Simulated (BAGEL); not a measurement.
**One shape, several levels: quartet CH3O2Si**

Aim: a comparison of 5 runs (UHF/STO-3G, ROHF/6-31G*, UHF/6-31G*, ROHF/cc-pVDZ, UHF/cc-pVDZ) of quartet CH3O2Si. 

The calculation is run with BAGEL 1.2.2.

2 further runs of the same task are left out: 1 that didn't finish, 1 set aside as unsound or not needed. Runs told in other sessions of the task aren't counted.

**1. The molecule**

CH3O2Si: 7 atoms, total charge 0, spin state quartet. SMILES of the parent species: `O=CO[SiH2]`. The shape is that of a GFN2-xTB optimisation. That shape belongs to the parent species and isn't relaxed for this state.

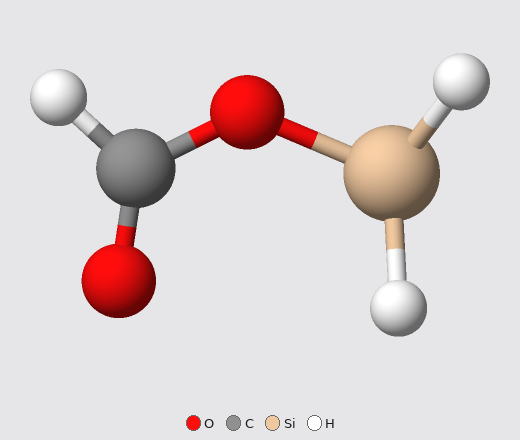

Viewed from a chosen angle; oxygen red, carbon grey, silicon light orange, hydrogen white.

**2. A single-point energy at UHF/STO-3G (density fitting with qzvpp-jkfit) (run 1)**

The input, hf.json:

```json
{ "bagel": [

{
  "title": "molecule",
  "basis": "sto-3g",
  "df_basis": "qzvpp-jkfit",
  "angstrom": true,
  "geometry": [
    { "atom": "O", "xyz": [       0.669190,      -1.734920,      -0.024860 ] },
    { "atom": "C", "xyz": [       0.938340,      -0.717110,       0.550080 ] },
    { "atom": "O", "xyz": [       0.247660,       0.397790,       0.484870 ] },
    { "atom": "Si", "xyz": [      -1.169050,       0.729380,      -0.300460 ] },
    { "atom": "H", "xyz": [       1.809760,      -0.598360,       1.216200 ] },
    { "atom": "H", "xyz": [      -0.978850,       2.136040,      -0.584680 ] },
    { "atom": "H", "xyz": [      -1.517050,      -0.212810,      -1.341150 ] }
  ]
},

{ "title": "uhf", "nopen": 3 },

{ "title": "print", "file": "orbitals.molden", "orbitals": true }

]}
```

Command:

```sh
$ BAGEL_NUM_THREADS=1 BAGEL hf.json > hf.out
```

Log:

```text
* using 1 threads per process

  ===============================================================
  ===============================================================

  *** Geometry ***

[... 23 lines left out ...]
      * DIIS with orbital gradients will be used.

  === UHF iteration (sto-3g) ===
      0       -472.15674701          0.02951997           0.04
      1       -472.23503327          0.00940592           0.04
      2       -472.24636176          0.00401230           0.04
[... 23 lines of this table left out ...]
     26       -472.24982192          0.00000001           0.04
    * SCF iteration converged.

    * S^2 (UHF) is 3.7556

    * Permanent dipole moment:
           (    0.460976,    -0.102026,     0.088986) a.u.

    * METHOD: UHF                                  1.10

    * METHOD: PRINT                                0.00

  ===============================================================
```

Wall time 1.4 s (1 thread of Arm Neoverse N1, shared host); peak memory 0.082 GiB.

**3. A single-point energy at ROHF/6-31G(d) (density fitting with qzvpp-jkfit, spherical functions) (run 2)**

The input, calc.json:

```json
{ "bagel" : [

{
  "title" : "molecule",
  "basis" : "6-31gs.json",
  "df_basis" : "qzvpp-jkfit",
  "angstrom" : "true",
  "geometry" : [
    { "atom" : "O", "xyz" : [       0.669190,      -1.734920,      -0.024860 ] },
    { "atom" : "C", "xyz" : [       0.938340,      -0.717110,       0.550080 ] },
    { "atom" : "O", "xyz" : [       0.247660,       0.397790,       0.484870 ] },
    { "atom" : "Si", "xyz" : [      -1.169050,       0.729380,      -0.300460 ] },
    { "atom" : "H", "xyz" : [       1.809760,      -0.598360,       1.216200 ] },
    { "atom" : "H", "xyz" : [      -0.978850,       2.136040,      -0.584680 ] },
    { "atom" : "H", "xyz" : [      -1.517050,      -0.212810,      -1.341150 ] }
  ]
},

{ "title" : "rohf", "charge" : 0, "nopen" : 3 },

{ "title" : "print", "file" : "orbitals.molden", "orbitals" : "true" }

]}
```

The basis set 6-31G* is read from a file made from the Basis Set Exchange's data (not shown).

Command:

```sh
$ BAGEL_NUM_THREADS=1 BAGEL calc.json > calc.out
```

Log:

```text
* using 1 threads per process

  ===============================================================
  ===============================================================

  *** Geometry ***

[... 23 lines left out ...]
      * DIIS with orbital gradients will be used.

  === ROHF iteration (6-31gs.json) ===
      0       -477.47434865          0.05438089           0.10
      1       -476.97583610          0.08928997           0.10
      2       -476.86519245          0.09134712           0.10
[... 30 lines of this table left out ...]
     33       -478.07306900          0.00000001           0.10
    * SCF iteration converged.

    * S^2 (ROHF) is 3.7500

    * Permanent dipole moment:
           (    0.121625,    -0.099168,     0.115921) a.u.

    * METHOD: ROHF                                 3.64

    * METHOD: PRINT                                0.01

  ===============================================================
```

It took 4.2 s on 1 thread of Arm Neoverse N1, shared host; peak memory 0.085 GiB.

Run 3 isn't shown in full; the table further down has it.

**4. A single-point energy at ROHF/cc-pVDZ (density fitting with qzvpp-jkfit) (run 4)**

The input, job.json:

```json
{ "bagel": [

{
  "title": "molecule",
  "basis": "cc-pvdz.json",
  "df_basis": "qzvpp-jkfit",
  "angstrom": true,
  "geometry": [
    { "atom": "O", "xyz": [       0.669190,      -1.734920,      -0.024860 ] },
    { "atom": "C", "xyz": [       0.938340,      -0.717110,       0.550080 ] },
    { "atom": "O", "xyz": [       0.247660,       0.397790,       0.484870 ] },
    { "atom": "Si", "xyz": [      -1.169050,       0.729380,      -0.300460 ] },
    { "atom": "H", "xyz": [       1.809760,      -0.598360,       1.216200 ] },
    { "atom": "H", "xyz": [      -0.978850,       2.136040,      -0.584680 ] },
    { "atom": "H", "xyz": [      -1.517050,      -0.212810,      -1.341150 ] }
  ]
},

{ "title": "rohf", "nopen": 3 },

{ "title": "print", "file": "orbitals.molden", "orbitals": true }

]}
```

The basis set cc-pVDZ is read from a file made from the Basis Set Exchange's data (not shown).

Command:

```sh
$ BAGEL_NUM_THREADS=1 BAGEL job.json > job.out
```

Log:

```text
* using 1 threads per process

  ===============================================================
  ===============================================================

  *** Geometry ***

[... 23 lines left out ...]
      * DIIS with orbital gradients will be used.

  === ROHF iteration (cc-pvdz.json) ===
      0       -477.76045398          0.03273789           0.12
      1       -477.95950373          0.02453428           0.12
      2       -478.05071449          0.01350471           0.12
[... 24 lines of this table left out ...]
     27       -478.10428053          0.00000001           0.12
    * SCF iteration converged.

    * S^2 (ROHF) is 3.7500

    * Permanent dipole moment:
           (    0.122915,    -0.078420,     0.102173) a.u.

    * METHOD: ROHF                                 3.60

    * METHOD: PRINT                                0.02

  ===============================================================
```

Run time: 4.2 s. Hardware: 1 thread of Arm Neoverse N1, shared host; peak memory 0.092 GiB.

**5. A single-point energy at UHF/cc-pVDZ (density fitting with qzvpp-jkfit) (run 5)**

The input, input.json:

```json
{ "bagel" : [

{
  "title" : "molecule",
  "basis" : "cc-pvdz.json",
  "df_basis" : "qzvpp-jkfit",
  "angstrom" : true,
  "geometry" : [
    { "atom" : "O", "xyz" : [       0.669190,      -1.734920,      -0.024860 ] },
    { "atom" : "C", "xyz" : [       0.938340,      -0.717110,       0.550080 ] },
    { "atom" : "O", "xyz" : [       0.247660,       0.397790,       0.484870 ] },
    { "atom" : "Si", "xyz" : [      -1.169050,       0.729380,      -0.300460 ] },
    { "atom" : "H", "xyz" : [       1.809760,      -0.598360,       1.216200 ] },
    { "atom" : "H", "xyz" : [      -0.978850,       2.136040,      -0.584680 ] },
    { "atom" : "H", "xyz" : [      -1.517050,      -0.212810,      -1.341150 ] }
  ]
},

{ "title" : "uhf", "nopen" : 3 },

{ "title" : "print", "file" : "orbitals.molden", "orbitals" : true }

]}
```

The basis set cc-pVDZ is read from a file made from the Basis Set Exchange's data (not shown).

Command:

```sh
$ BAGEL_NUM_THREADS=1 BAGEL input.json > input.out
```

Log:

```text
* using 1 threads per process

  ===============================================================
  ===============================================================

  *** Geometry ***

[... 23 lines left out ...]
      * DIIS with orbital gradients will be used.

  === UHF iteration (cc-pvdz.json) ===
      0       -477.76045398          0.03273789           0.12
      1       -477.97504781          0.02385049           0.12
      2       -478.06662087          0.01273161           0.12
[... 33 lines of this table left out ...]
     36       -478.11441639          0.00000001           0.11
    * SCF iteration converged.

    * S^2 (UHF) is 3.7688

    * Permanent dipole moment:
           (    0.121697,    -0.079199,     0.102251) a.u.

    * METHOD: UHF                                  4.57

    * METHOD: PRINT                                0.02

  ===============================================================
```

Run time: 5.1 s. Hardware: 1 thread of Arm Neoverse N1, shared host; peak memory 0.091 GiB.

**6. The series**

| run | level | energy (Eh) | dipole moment (D) | ⟨S²⟩ | wall time |
| --- | --- | --- | --- | --- | --- |
| 1 | UHF/STO-3G (density fitting with qzvpp-jkfit) | -472.249822 | 1.22 | 3.756 | 1.4 s |
| 2 | ROHF/6-31G* (density fitting with qzvpp-jkfit, spherical functions) | -478.073069 | 0.50 | 3.750 | 4.2 s |
| 3 | UHF/6-31G* (density fitting with qzvpp-jkfit, spherical functions) | -478.082975 | 0.50 | 3.768 | 4.2 s |
| 4 | ROHF/cc-pVDZ (density fitting with qzvpp-jkfit) | -478.104281 | 0.45 | 3.750 | 4.2 s |
| 5 | UHF/cc-pVDZ (density fitting with qzvpp-jkfit) | -478.114416 | 0.45 | 3.769 | 5.1 s |

**7. Results**

| quantity | value |
| --- | --- |
| run 5: total energy | -478.11442 Eh |
| run 5: dipole moment | 0.45 D |
| run 5: ⟨S²⟩ | 3.769 |

What this shows: The dipole moment (its size) runs from 0.45 D (UHF/cc-pVDZ) to 1.22 D (UHF/STO-3G). In run 1 the basis is minimal, so the values are rough. All runs together took 19 s, the longest 5.1 s.
